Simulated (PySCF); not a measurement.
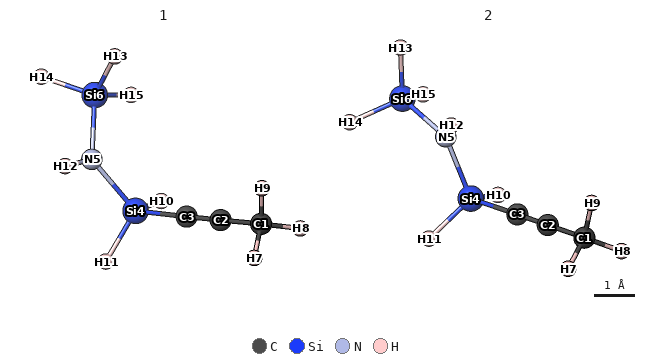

Two geometries of C₃H₉NSi₂, drawn at one scale. One is the start of a relaxation, the other its converged end. A ball-and-stick model, seen from a free direction.

Level of theory: PBE0-D3(BJ)/def2-SVP geometry optimisation, gas phase in PySCF. 

> Which of the two is the end point?

Structure 1 is the relaxed one. The start comes from GFN2-xTB. H12 moves most after the best rigid fit: 1.89 Å. Largest moves by element: H 1.89 Å, N 0.94 Å, Si 0.50 Å, C 0.38 Å. Some distances before and after: Si6–H13 1.463 → 1.498 Å, Si6–H15 1.463 → 1.492 Å, Si6–H14 1.469 → 1.496 Å, Si4–H10 1.466 → 1.491 Å. Among the angles between lasting bonds that change: C3–Si4–N5 105.5° → 113.3°, N5–Si6–H13 105.9° → 113.5°, H13–Si6–H15 112.2° → 108.6°. Groups turn about Si4–N5 by about 70°, N5–Si6 by about 55°. The energy falls by 0.148 eV in 17 geometry steps. The largest force component goes from 1.6 to 0.014 eV/Å. The run took roughly 120 core-seconds on a shared host.
